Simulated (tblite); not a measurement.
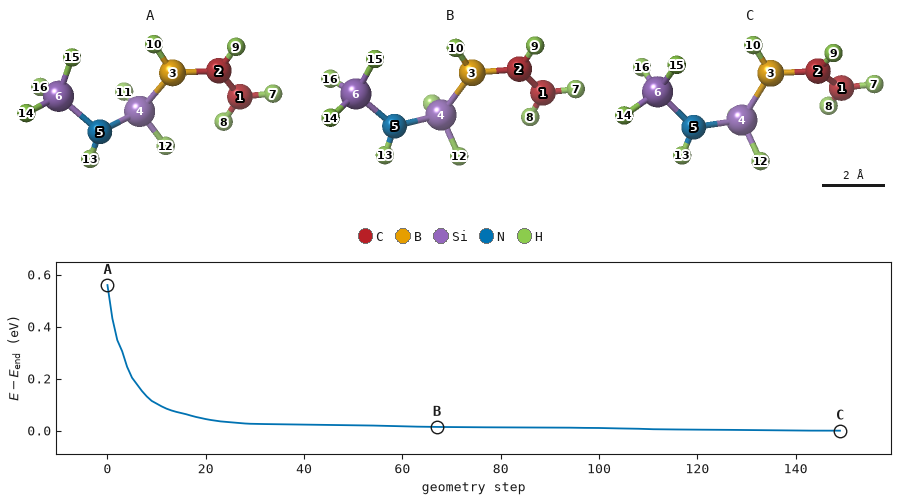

Frames of a relaxation of C2H10BNSi2, marked on the history of the run. Style: ball-and-stick. Shown at a tilt.

The calculation used tblite 0.8.0, GFN2-xTB geometry optimisation, gas phase. 

**What happens along the run?**

After 149 geometry steps the energy has fallen by 0.560 eV. The largest move after the best rigid fit is that of H11, 0.92 Å. Largest moves by element: H 0.92 Å, N 0.36 Å, C 0.32 Å, Si 0.30 Å, B 0.21 Å. Among the contacts that change: N5–Si6 1.791 → 1.728 Å, N5–H13 1.056 → 1.007 Å, Si4–N5 1.793 → 1.748 Å, Si4–H11 1.454 → 1.489 Å. Bond angles that change, for instance: Si4–N5–Si6 112.1° → 130.4°, B3–Si4–H12 108.6° → 117.7°, Si4–N5–H13 105.4° → 113.3°. Groups turn about C2–B3 by about 25°. The run took 0.78 s on 1 thread of Arm Neoverse V2, on a shared host. From step 0 to 67: H11 moves most (0.55 Å), energy −0.546 eV. From step 67 to 149: H16 moves most (0.54 Å), energy −0.014 eV.

| step | E − E(0), eV |
| --- | --- |
| 0 | 0.0000 |
| 1 | -0.1284 |
| 2 | -0.2116 |
| 3 | -0.2548 |
| 4 | -0.3145 |
| 5 | -0.3563 |
| 6 | -0.3816 |
| 7 | -0.4070 |
| 8 | -0.4283 |
| 9 | -0.4454 |
| 10 | -0.4561 |
| 17 | -0.5022 |
| 25 | -0.5276 |
| 32 | -0.5345 |
| 39 | -0.5363 |
| 47 | -0.5379 |
| 54 | -0.5403 |
| 61 | -0.5438 |
| 69 | -0.5460 |
| 76 | -0.5469 |
| 83 | -0.5474 |
| 90 | -0.5478 |
| 98 | -0.5493 |
| 105 | -0.5515 |
| 112 | -0.5547 |
| 120 | -0.5561 |
| 127 | -0.5569 |
| 134 | -0.5583 |
| 142 | -0.5597 |
| 149 | -0.5599 |
